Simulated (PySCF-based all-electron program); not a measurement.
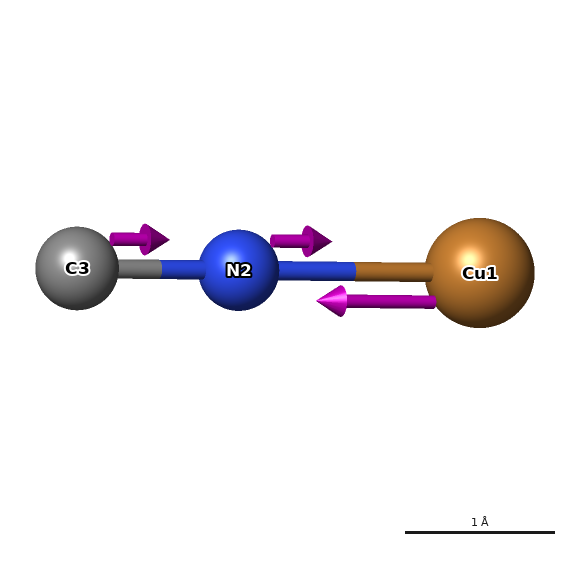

Arrows show the forces on the atoms, 2 Å of arrow for 1 eV/Å; forces under a tenth of the largest aren't drawn. Charge 0, singlet. Level of theory: PBEsol, all-electron, scalar-relativistic (Koelling-Harmon), large uncontracted Gaussian sets (PySCF-based all-electron program).

On which atom is the force largest, and how large is it?

Answer. On Cu1: 0.43 eV/Å.

Along which bond is the force strongest?

Answer. Cu1–N2, now 1.766 Å: the forces pull its atoms together, so a first step downhill shortens it.

List the force components in the frame of the picture (x right, y up, z towards the viewer), in eV/Å.

```
atom     Fx    Fy     Fz
 Cu1  −0.40  0.00   0.17
  N2   0.20  0.00  −0.09
  C3   0.20  0.00  −0.08
```
